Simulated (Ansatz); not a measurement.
# SiCl2 (SMILES Cl[Si]Cl): B3LYP/STO-3G

Aim: the electronic atomisation energy of SiCl2 at B3LYP/STO-3G, from 3 runs. 

Program for the calculation: Ansatz 0.2.0.

39 further runs of the same task are left out: 5 that didn't finish, 34 set aside as unsound or not needed.

### 1 The molecule

SiCl2 has 3 atoms, charge 0, and is taken as a singlet. SMILES: `Cl[Si]Cl`. Geometry: relaxed at PBE0-D4/def2-TZVP.

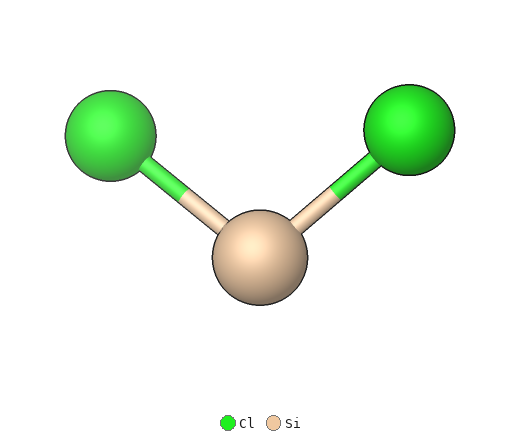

Viewed from a chosen angle; chlorine green, silicon light orange.

### 2 A single-point energy at B3LYP/STO-3G

File in.yaml:

```yaml
crystal:
  periodic: [false, false, false]
  atoms:
    - {symbol: Cl, position_ang: [0.293800, 1.603800, 0.338000]}
    - {symbol: Si, position_ang: [-0.770100, -0.010400, -0.422000]}
    - {symbol: Cl, position_ang: [0.476300, -1.593400, 0.084000]}
basis:
  gaussian:
    orbitals: STO-3G
hamiltonian:
  xc: {name: B3LYP}
accuracy: high
```

The run is started by

```
$ ansatz run in.yaml --threads 1 --pin off --max-ram 2610MiB --events-out events.jsonl --progress --plain --runs-dir runs
```

Log:

```text
Warning: RAYON_NUM_THREADS=1 ignored (pool sized by the plan → 1); use --threads N
Functional definition: B3LYP
  name "B3LYP"
  parameter a0 = 0.2
  parameter ax = 0.72
  parameter ac = 0.81
  exchange = (1 - a0 - ax)*slater_x + ax*b88_x + a0*exact_x
  correlation = (1 - ac)*vwn_rpa_c + ac*lyp_c
481 factors; integrals over basis functions are off by at most 1.5e-8 eV
mean field evaluation 1: about -32557.7205 eV, gradient 2.1e1 eV
mean field evaluation 2: about -32554.6590 eV, gradient 3.7e1 eV
mean field evaluation 4: about -32560.3251 eV, gradient 1.2e-1 eV
mean field evaluation 8: about -32560.3311 eV, gradient 4.7e-4 eV
mean field evaluation 16: about -32560.3311 eV, gradient 1.2e-8 eV
mean field -32560.33105762 eV, -1196.5700961824 hartree, gradient 1.2e-8 eV, S^2 0.000000; 0 other end points of the search recorded, 0 dependent functions left out
reference -32560.33108415 eV, -1196.5700971575 hartree; 24, 24 occupied and 3, 3 virtual orbitals, 481 factors
Total energy: -32560.33108415 eV, -1196.5700971575 hartree
```

It took 1.4 s on 1 thread of Arm Neoverse V1, shared host; peak memory 0.099 GiB.

### 3 The Cl atom, same level

File run.yaml:

```yaml
basis:
  gaussian: {orbitals: STO-3G}
crystal:
  periodic: [false, false, false]
  atoms:
    - symbol: Cl
      position_ang: [0.000000, 0.000000, 0.000000]
hamiltonian: {xc: {name: B3LYP}}
accuracy: high
magnetization: {spin_polarized: true, initial_magnetization: 1}
```

The run is started by

```
$ ansatz run run.yaml --threads 1 --pin off --max-ram 2610MiB --events-out events.jsonl --progress --plain --runs-dir runs
```

Log (excerpt; [...] marks lines left out):

```text
Warning: RAYON_NUM_THREADS=1 ignored (pool sized by the plan → 1); use --threads N
[... 7 set-up lines as earlier in the session ...]
42 factors; integrals over basis functions are off by at most 4.6e-9 eV
mean field evaluation 1: about -12384.3964 eV, gradient 1.8e-1 eV
mean field evaluation 2: about -12384.3964 eV, gradient 2.3e-3 eV
mean field evaluation 4: about -12384.3968 eV, gradient 2.6e-8 eV
mean field -12384.39677959 eV, -455.1181872044 hartree, gradient 2.5e-8 eV, S^2 0.750000; 0 other end points of the search recorded, 0 dependent functions left out
reference -12384.39679573 eV, -455.1181877973 hartree; 9, 8 occupied and 0, 1 virtual orbitals, 42 factors
Total energy: -12384.39679573 eV, -455.1181877973 hartree
```

It took 0.3 s on 1 thread of Arm Neoverse V1, shared host.

### 4 The Si atom, same level

File molecule.yaml:

```yaml
crystal:
  periodic: [false, false, false]
  atoms:
    - {symbol: Si, position_ang: [0.000000, 0.000000, 0.000000]}
basis:
  gaussian: {orbitals: STO-3G}
magnetization: {spin_polarized: true, initial_magnetization: 2}
hamiltonian: {xc: {name: B3LYP}}
accuracy: high
```

Run the same way, it converges to -285.94209 Eh (log not shown).

### 5 Outcome

Level: B3LYP/STO-3G.

| quantity | value |
| --- | --- |
| molecule: total energy | -1196.57010 Eh |
| Cl atom: total energy | -455.11819 Eh |
| Cl atom: ⟨S²⟩ | 0.750 |
| Si atom: total energy | -285.94209 Eh |
| Si atom: ⟨S²⟩ | 2.000 |
| electronic atomisation energy | 10.657 eV |

In words: Taking the molecule apart into free atoms costs 10.66 eV (246 kcal/mol), before zero-point energy and without spin-orbit coupling. In a minimal basis such a difference can be off by several eV, whatever the method.
